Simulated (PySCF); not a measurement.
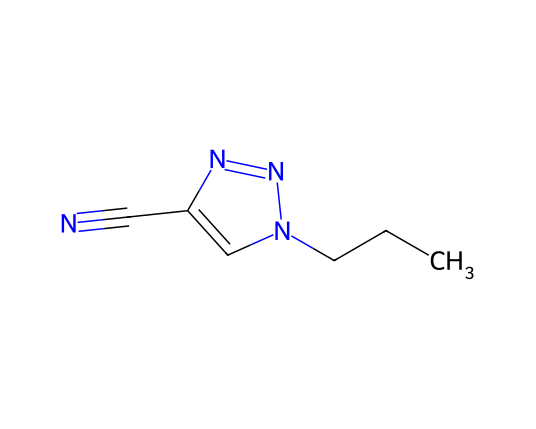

The computed structure is the end point of a GFN2-xTB optimisation. No frequency run is at hand to confirm it as a minimum. Properties computed with PBE0/pcSseg-1, gas phase (PySCF 2.14.0).

**What is the HOMO–LUMO gap?**

7.01 eV.

**Give the dipole moment at this level.**

7.32 D.

**What is the HOMO energy (Kohn–Sham orbital)?**

−8.08 eV.
